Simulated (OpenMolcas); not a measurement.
```
&GATEWAY
Basis set
Co.ANO-RCC-VDZP.
Co1 0.0 0.0 0.0 Angstrom
End of basis
Basis set
F.ANO-RCC-VDZP.
L1 1.307121 1.307121 1.307121 Angstrom
L2 1.307121 1.307121 -1.307121 Angstrom
L3 1.307121 -1.307121 1.307121 Angstrom
L4 1.307121 -1.307121 -1.307121 Angstrom
End of basis
Basis set
Sr.EMB-AIMP.Pascual.0s.0s.ECP.SrF2.
PseudoCharge
* 21 symmetry-unique lattice sites within 7.6 angstrom
End of basis
Basis set
F.EMB-AIMP.Pascual.0s.0s.ECP.SrF2.
PseudoCharge
* 40 symmetry-unique lattice sites within 7.6 angstrom
End of basis
Symmetry
XYZ
AngMom=0.0 0.0 0.0
AMFI
RICD
XField
1348 Angstrom 0
* Evjen-weighted lattice charges
&SEWARD
&RASSCF
FileOrb=start.orb
Symmetry=1
Spin=4
nActEl=7 0 0
Inactive=23 26
Ras2=5 0
CIRoot=10 10 1
SDav=10
CIMx=300
Iter=150 100
PrWF=0.3
OrbListing=Nothing
MaxOrb=0
LevShft=1.0
>>> COPY $Project.JobIph JOB001
&RASSCF
FileOrb=start.orb
Symmetry=1
Spin=2
nActEl=7 0 0
Inactive=23 26
Ras2=5 0
CIRoot=40 40 1
SDav=40
CIMx=300
Iter=150 100
PrWF=0.3
OrbListing=Nothing
MaxOrb=0
LevShft=1.0
>>> COPY $Project.JobIph JOB002
&RASSI
NrOfJobIphs=2 10 40
1 2 3 4 5 6 7 8 9 10
1 2 3 4 5 6 7 8 9 10 11 12 13 14 15 16 17 18 19 20 21 22 23 24 25 26 27
28 29 30 31 32 33 34 35 36 37 38 39 40
IphNames
JOB001
JOB002
EJob
SpinOrbit
DIPRint=1.0
SOCoupling=1000.0
Subsets=2
Property=9
'ANGMOM' 1 'ANGMOM' 2 'ANGMOM' 3 'MLTPL  1' 1 'MLTPL  1' 2 'MLTPL  1' 3
'AMFI' 1 'AMFI' 2 'AMFI' 3
SOProperty=3
'ANGMOM' 1 'ANGMOM' 2 'ANGMOM' 3
>>> COPY JOB001 $Project.JobIph
&CASPT2
Multistate=10 1 2 3 4 5 6 7 8 9 10
NoMult
Frozen=6 7
IPEA=0.25
Imaginary=0.1
MaxIter=60
WThr=0.0 0.3 0.05
PrWF=0.5
NoMix
>>> COPY JOB002 $Project.JobIph
&CASPT2
Multistate=40 1 2 3 4 5 6 7 8 9 10 11 12 13 14 15 16 17 18 19 20 21 22
23 24 25 26 27 28 29 30 31 32 33 34 35 36 37 38 39 40
NoMult
Frozen=6 7
IPEA=0.25
Imaginary=0.1
MaxIter=60
WThr=0.0 0.3 0.05
PrWF=0.5
NoMix
```

Run as:
```bash
OMP_NUM_THREADS=1 MOLCAS_MEM=2457 MOLCAS_PROJECT=a pymolcas a.inp > a.log  # once for each step of the input, in one work folder
```

The CASPT2 energies were then put on the diagonal of the RASSI spin-orbit matrix.

Computed with OpenMolcas: state-averaged SS-CASPT2, IPEA shift 0.25, imaginary shift 0.1 hartree, closed shells 3s 3p correlated, active space 7 electrons in the shell 3d, basis ANO-RCC-VDZP on all atoms, DKH2 scalar Hamiltonian, spin-orbit coupling by RASSI with atomic mean-field integrals. Powder susceptibility by Van Vleck's formula.

Co²⁺ (3d⁷) as a dopant in SrF₂, a cluster with its 8 nearest F⁻ at 2.264 Å (cube) embedded in model potentials and point charges; the geometry was set, not optimised. The cluster and the levels that result:

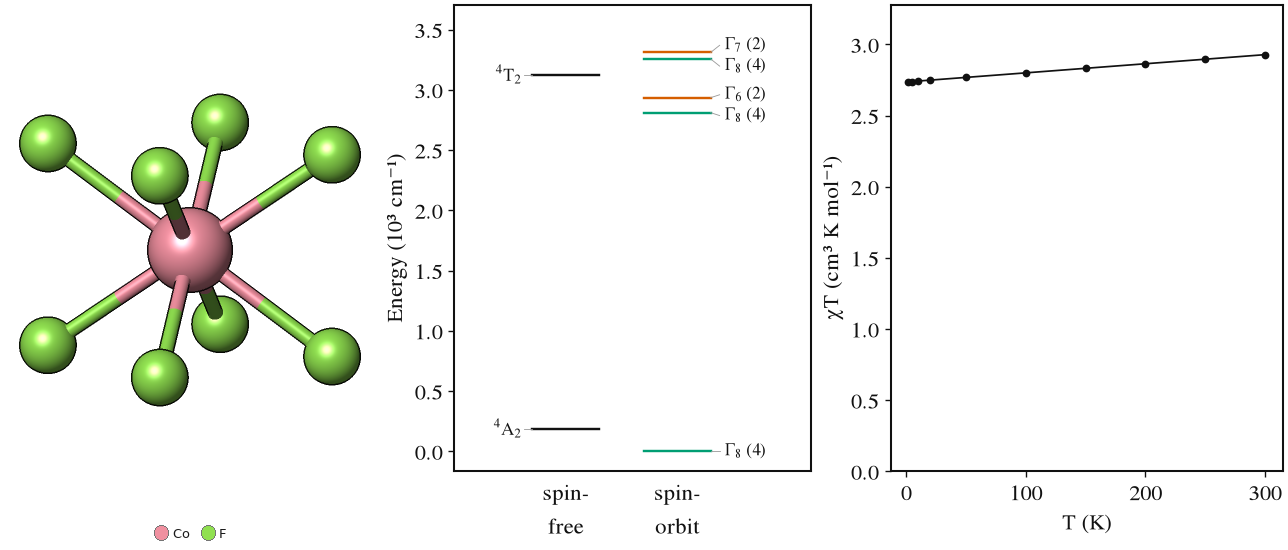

Labels give the representation in O, Td, D4 or D3 as the site allows (double group for half-integer spin) where it could be assigned and, in brackets, the degeneracy; spin-free states, where drawn, share the zero of the spin-orbit levels.

The ground level is Γ₈, 4-fold degenerate, 100 % from states of spin multiplicity 4. The next level lies at 2,810 cm⁻¹ (Γ₈). The lowest spin-free state is ⁴A₂, from the free-ion F term; of the same spin there follows at 2,940 cm⁻¹ (⁴T₂) above it. χT is 2.74 cm³ K mol⁻¹ at 2 K and 2.93 at 300 K, an effective moment of 4.84 μB.

Limits of the model: small active space favours high spin, ground spin may be wrong; single d shell for a late 3d ion, CASPT2 field may be too large; the geometry is set by hand, with no relaxation and no charge compensation.
